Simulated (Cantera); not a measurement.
Input: 1 mol SiH₄, 1.6 mol NH₃, 3 mol H₂, held at 1.00 bar.

These are equilibrium values from Cantera (NASA tables, ideal gas, pure condensed phases), not measurements of a reactor. Candidate condensed phases: Si, Si₃N₄; 18 gas species. Mutual solubility and eutectic melting of coexisting phases are not modelled. The tables' values for SiN are old estimates; treat these amounts as uncertain. Gases not in the tables: Si₂H₆ and higher silanes. Kinetics and transport are ignored.

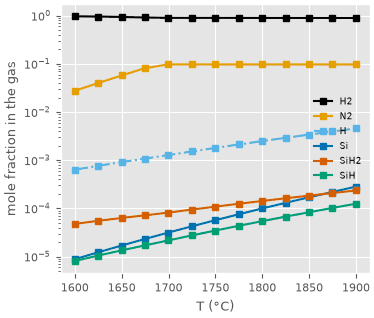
*Equilibrium gas composition (values under 1e-9 drawn at 1e-9)*

From 1600 °C to 1675 °C the condensed part is Si(l) + Si₃N₄(s). From 1700 °C to 1900 °C the condensed part is Si(l). The main Si-bearing gas is SiH₂ at 1600 °C and Si at 1900 °C.
